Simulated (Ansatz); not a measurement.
Input

```
crystal:
  lattice:
    - [4.743675737, 0.0, 0.0]
    - [0.0, 4.743675737, 0.0]
    - [0.0, 0.0, 4.743675737]
  atoms:
    - { symbol: Mg, position: [0.5, 0.5, 0.5] }
    - { symbol: Be, position: [0.0, 0.0, 0.0] }
    - { symbol: S, position: [0.0, 0.5, 0.5] }
    - { symbol: S, position: [0.5, 0.5, 0.0] }
    - { symbol: S, position: [0.5, 0.0, 0.5] }
basis:
  ecutwfc: 420
kpoints:
  mp_grid: { grid: [8, 8, 8] }
hamiltonian:
  xc: pbe
scf:
  occupations: { method: gaussian, width: 0.1 }
output:
  forces: true
  stress: true
  eigenvalues: true
  write_density: true
  write_potential: true
  elf: true
  volumetric_format: npy
relax:
  adjacent_minimum: "off"
  f_tol: 0.01
  max_steps: 80
  cell: { stress_tol: 0.05 }
```

Command:

```sh
ansatz run input.yaml --threads 1 --pin off --max-ram 2560MiB --backend cpu --events-out ev --progress --plain --runs-dir out
```

Below, planes, directions and counts refer to the conventional cell (a = 4.74 Å, b = 4.74 Å, c = 4.74 Å, α = 90.00°, β = 90.00°, γ = 90.00°).

Space group Pm-3m; a structure generated by program, which may or may not match a known phase.

Computed with Ansatz 0.2.0, DFT PBE, scalar-relativistic, plane waves, PAW.

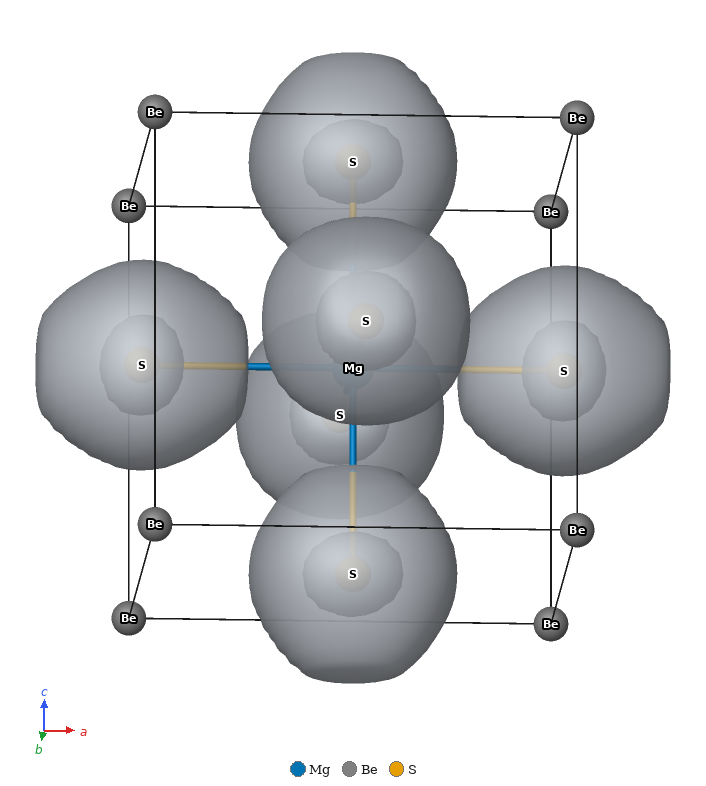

MgBeS3. Isosurface of the ELF at 0.7 (grey), seen at an oblique angle. Only the valence region is drawn (cores and ρ < 0.01 e/Å³ removed). Sticks mark near contacts.

In a PAW calculation such maps are meaningful between the atoms, not at the nuclei.

Question: What do the ELF domains correspond to?

Answer: The surface consists of three regions wrapped around S (the valence shell of each), counted in one cell of 5 atoms. Regions shared between cells count once. Along the contacts the grid gives the following. Mg–S (2.37 Å): the ELF peaks at about 0.90 in the valence shell of S, 0.9 Å from its nucleus, and is about 0.75 at the midpoint. Be–S (3.35 Å): the ELF is about 0.25 at the midpoint; no localised pair shows between them.
